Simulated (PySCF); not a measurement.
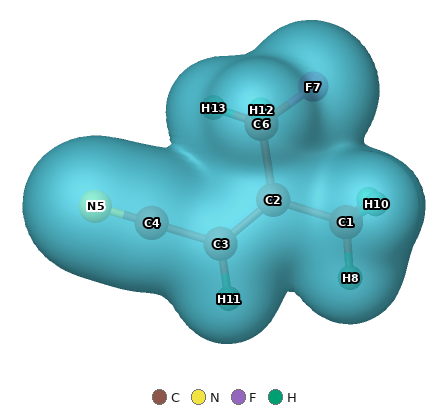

Figure. C5H6FN (SMILES C/C(=C/C#N)CF). Isosurface of the electron density at 0.05 e/Å³ (cyan), seen across its widest extent.

Geometry: GFN2-xTB.

The calculation used PBE0/pcSseg-1, SCF density, gas phase, non-relativistic (PySCF).

Input file:

```
{"job": {"kind": "nmr", "xc": "PBE0", "basis": "pcSseg-1"}, "charge": 0, "multiplicity": 1}
C     -1.593794     0.102968    -0.487815
C     -0.164435     0.093342    -0.071705
C      0.599354     1.191977    -0.064174
C      1.950834     1.188545     0.322272
N      3.054766     1.196965     0.635601
C      0.388307    -1.229604     0.381973
F     -0.282400    -2.277148    -0.195114
H     -1.922085     1.102029    -0.760710
H     -1.732204    -0.566198    -1.337231
H     -2.218758    -0.275528     0.321198
H      0.202496     2.154543    -0.356105
H      0.266258    -1.342065     1.467838
H      1.447275    -1.339339     0.126245
```

Launched as:

```sh
OMP_NUM_THREADS=1 python probes_run.py task.json out
```

Question: What does this surface tell about the bonding?

Answer: At this value the surface is in one piece. It bridges the sampled C–N (1.15 Å), C–C (1.34 Å), C–F (1.37 Å) and C–H (1.08 Å) contacts, where the density stays above the isovalue. On the grid the lowest density along these lines, outside the cores, is 3.3 e/Å³ (C–N, 1.15 Å), 2.3 e/Å³ (C–C, 1.34 Å), 1.7 e/Å³ (C–F, 1.37 Å) and 1.9 e/Å³ (C–H, 1.08 Å).
